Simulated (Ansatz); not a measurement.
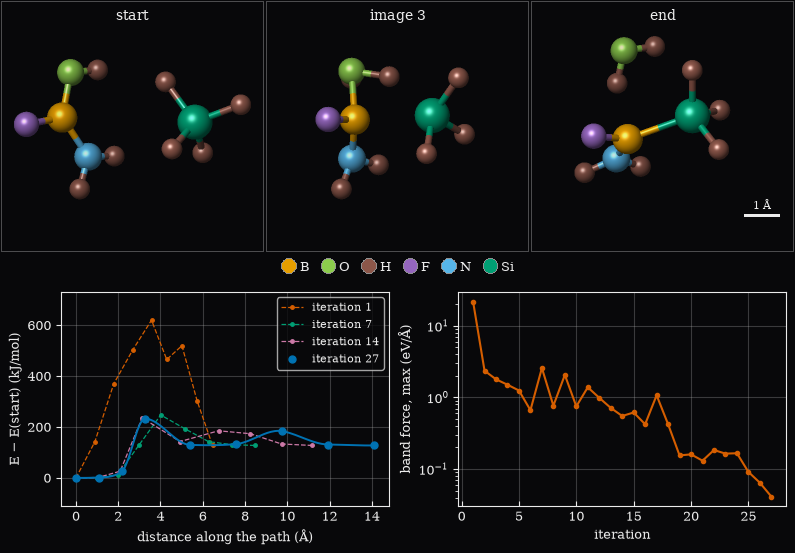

A search for the minimum-energy path of BSiNH$_{7}$OF, made up of BNH$_{3}$OF and SiH$_{4}$ by the nudged elastic band. Images are numbered from 0 (start) to 8 (end). The plot follows the band through its iterations. A ball-and-stick model, seen at a tilt.

Computed with RKS PBE/6-31G* (Ansatz 0.2.0). Run with 7 movable images; climbing image; force threshold 0.05 eV/Å; iteration limit 60; spring constant 0.5 eV/Å²; starting path through a guess of the saddle point.

> Judge this run.

The run is converged, with reservations. The band converged in 27 iterations. The largest component of the band force went from 22 to 0.041 eV/Å. The climbing image converged on the top of the path. Its curvatures weren't checked. The first iteration put the highest image at 620.1 kJ/mol. Forward barrier 232.9 kJ/mol, backward barrier 105.3 kJ/mol, with image 3 at the top; the reaction energy is +127.6 kJ/mol.

Limits of the set-up: the start holds two separate molecules, 2.6 Å apart at their closest, whose relative position is a soft coordinate and is computed without a dispersion correction.

The run took 3.8 min on 2 threads of AMD EPYC 9B14 (Zen 4), on a shared host, peak memory 0.15 GiB.
